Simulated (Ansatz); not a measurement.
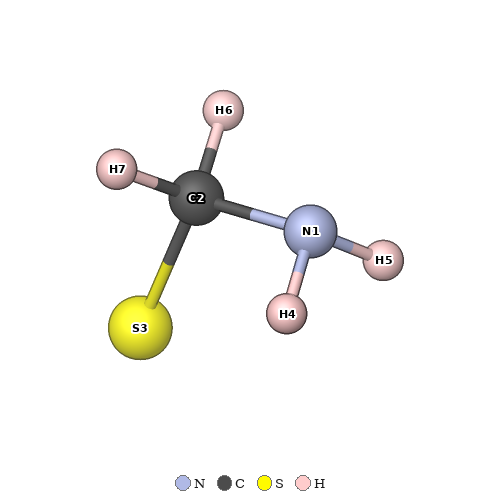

The system is CH₄NS, SMILES NC[S-], charge −1; the picture shows the reference structure. First axis: umbrella angle at N1 (between each of its bonds and their common axis; 90 is planar). Second axis: change of the bonds N1–C2, N1–H4, N1–H5, all alike. Nothing is relaxed (all other coordinates rigid). The scan uses a 15 × 15 grid. Points are written as (first, second). Energies: kJ/mol, counted from the lowest grid point. These are results of RHF/def2-TZVPD (Ansatz 0.2.0), not measurements.

Its coordinates:

```yaml
atoms:
  - { symbol: N, position_ang: [-0.5961, 0.5407, -0.5681] }
  - { symbol: C, position_ang: [0.4550, 0.0323, 0.3211] }
  - { symbol: S, position_ang: [0.3714, -1.7427, 0.7098] }
  - { symbol: H, position_ang: [-0.5674, -0.0138, -1.4019] }
  - { symbol: H, position_ang: [-1.4742, 0.3034, -0.1486] }
  - { symbol: H, position_ang: [0.4054, 0.6151, 1.2353] }
  - { symbol: H, position_ang: [1.4059, 0.2651, -0.1476] }
```

Range: umbrella angle at N1 (between each of its bonds and their common axis; 90 is planar) from 55.3 to 124.7°; change of the bonds N1–C2, N1–H4, N1–H5, all alike from −0.127 to 0.197 Å.

> What will the energy surface look like?

The lowest grid point is at (114.8°, 0.012 Å). A higher local minimum lies near (70.1°, 0.012 Å) (43 kJ/mol above the lowest at that grid point). The highest grid point, (55.3°, −0.127 Å), lies 300 kJ/mol above the lowest. On the interpolated surface the easiest way out of the lowest well to the well at about (72°, 0.00 Å) passes a barrier of about 51 kJ/mol, counted from the interpolated bottom of the well. Round the minimum the valley is somewhat tilted: raising the first coordinate shifts the best value of the second coordinate upwards (coupling k₁₂/√(k₁₁k₂₂) about −0.2).

```tsv
second ↓, first →	55.3	60.2	65.2	70.1	75.1	80.1	85.0	90.0	95.0	99.9	104.9	109.9	114.8	119.8	124.7
0.197	218	196	191	198	214	231	244	246	237	219	195	173	159	156	169
0.174	194	170	163	169	183	199	211	213	203	186	163	142	129	127	142
0.150	171	145	136	140	153	168	178	179	170	153	131	111	99	100	117
0.127	152	123	112	115	127	140	149	150	140	123	103	84	74	76	95
0.104	136	105	92	93	103	114	122	122	113	97	77	60	51	55	77
0.081	123	90	75	74	82	92	99	98	89	73	55	39	31	38	62
0.058	115	79	62	59	65	74	79	78	69	54	36	22	16	24	51
0.035	112	73	53	48	52	59	64	62	53	39	22	9	5	16	46
0.012	114	72	50	43	45	50	54	51	42	29	13	2	0	13	46
−0.012	123	78	53	44	44	47	50	47	38	24	10	1	1	17	53
−0.035	139	91	63	52	50	52	53	49	40	28	15	7	9	28	67
−0.058	164	112	82	68	63	64	63	59	51	39	27	21	26	47	89
−0.081	198	143	109	93	86	85	84	79	70	59	49	45	51	75	122
−0.104	243	184	148	129	120	117	114	109	100	90	81	79	88	115	165
−0.127	300	238	198	177	166	161	157	151	143	133	126	125	137	167	220
```

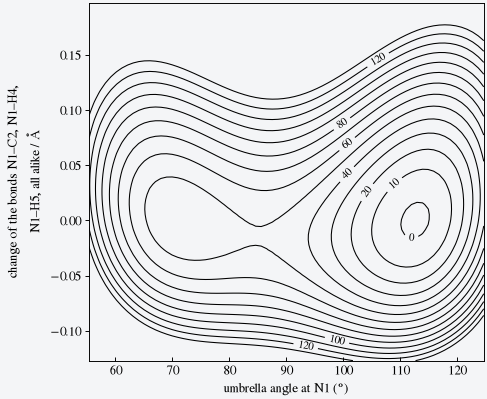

In the figure: contour lines labelled in kJ/mol (none above 130). Between grid points the surface is interpolated.

The whole map (225 points run) took 7 min on 1 thread of Intel(R) Xeon(R) 6975P-C (Granite Rapids), with other jobs on the host.
